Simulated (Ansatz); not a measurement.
## Optical response of KTaO3: ground state and bands

Ansatz 0.2.0; DFT, PBE, plane-wave PAW, default files, scalar-relativistic, ground state.

The self-consistent density comes first; it also tells whether there is a gap, which decides the occupations and the need for a Drude term.

input.yaml

```yaml
crystal:
  lattice:
    - [3.9883, 0.0, 0.0]
    - [0.0, 3.9883, 0.0]
    - [0.0, 0.0, 3.9883]
  atoms:
    - { symbol: Ta, position: [0.0, 0.0, 0.0] }
    - { symbol: K, position: [0.5, 0.5, 0.5] }
    - { symbol: O, position: [0.0, 0.0, 0.5] }
    - { symbol: O, position: [0.0, 0.5, 0.0] }
    - { symbol: O, position: [0.5, 0.0, 0.0] }
kpoints:
  mp_grid: { grid: [6, 6, 6] }
  band_path:
    path:
      - [[0.0, 0.0, 0.0], [0.0, 0.5, 0.0], [0.5, 0.5, 0.0], [0.0, 0.0, 0.0], [0.5, 0.5, 0.5], [0.0, 0.5, 0.0]]
      - [[0.5, 0.5, 0.0], [0.5, 0.5, 0.5]]
    npoints: 10
scf:
  occupations: { method: fermi_dirac, width: 0.05 }
  n_extra_bands: 9
hamiltonian:
  xc: pbe
  pseudopotentials: { kind: paw }
output:
  forces: true
  stress: true
  populations: true
  write_bands: true
  write_density: true
  write_potential: true
  elf: true
  volumetric_format: npy
```

Run with:

```console
> ansatz run input.yaml --threads 4 --pin off --max-ram 8192MiB --backend cpu --events-out ev --progress --plain --runs-dir out
```

Q: Predict the electronic bands.

The 40 valence electrons fill 20 bands exactly, which allows a gap.

This step gave:

```
gap on the k-mesh            : 2.222 eV
volume                       : 63.44 Å³
gap on the path              : 2.222 eV
least direct gap on the path : 2.833 eV
```

Electronic bands along the path, in eV, zero at the Fermi level; v1 is the highest filled band, c1 the lowest empty one:

```tsv
point	v4	v3	v2	v1	c1	c2	c3	c4
Γ	-2.18	-1.74	-1.74	-1.74	1.09	1.09	1.09	5.51
X	-3.25	-2.63	-1.96	-1.96	1.25	3.92	3.92	5.73
M	-2.76	-2.55	-2.55	-1.17	3.96	3.96	5.25	6.59
Γ	-2.18	-1.74	-1.74	-1.74	1.09	1.09	1.09	5.51
R	-5.02	-1.13	-1.13	-1.13	5.38	5.38	5.38	7.78
X	-3.25	-2.63	-1.96	-1.96	1.25	3.92	3.92	5.73
jump to M	-2.76	-2.55	-2.55	-1.17	3.96	3.96	5.25	6.59
R	-5.02	-1.13	-1.13	-1.13	5.38	5.38	5.38	7.78
```

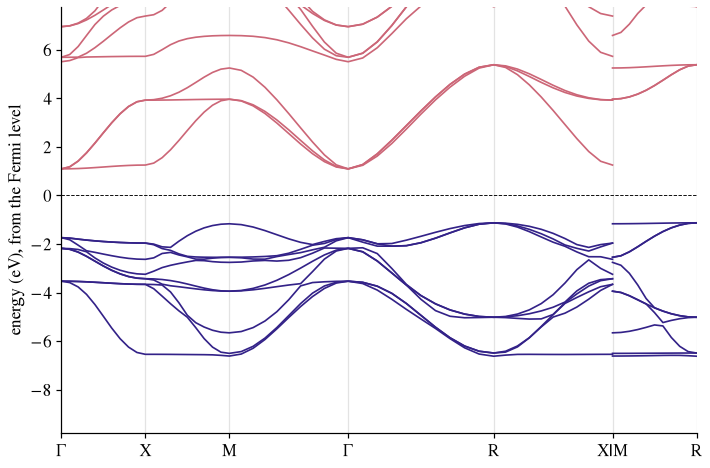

Electronic bands along the path; lines of filled and empty bands in two colours.

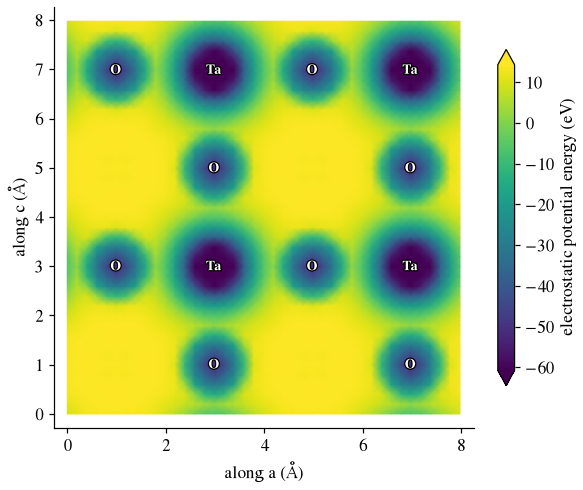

Electrostatic potential energy in the ac plane at fractional y = 0.000, with atoms of Ta and O within 0.2 Å of it. With pseudopotentials it is smooth inside the atoms' cores, unlike the true potential. The map starts off the cell's origin, so that atoms lie inside it.

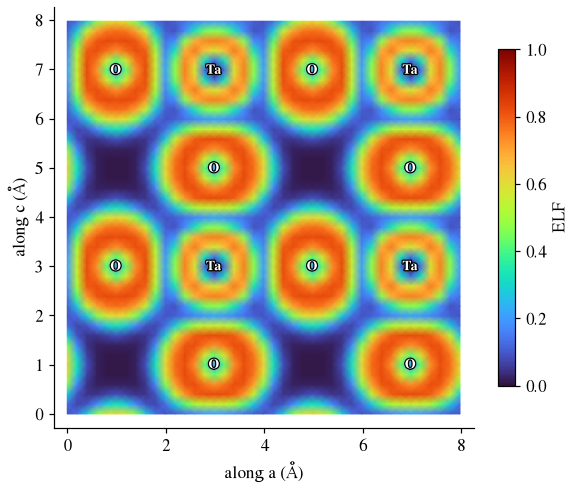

ELF in the ac plane at fractional y = 0.000, with atoms of Ta and O within 0.2 Å of it. It is the smooth field of the valence electrons, not physical close to the nuclei.

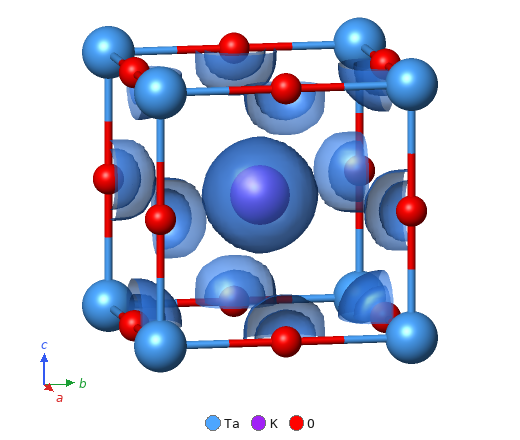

Surface of ELF = 0.8.

[Logs are printed without paths, hosts, clocks, repeated set-up lines and the standing remarks that a program may print on its own settings, such as how far it seeks lower states.]

[Hosts, paths, dates, database ids (printed as entryN), source tags and the programs' standing remarks are cut or masked in the printed files.]
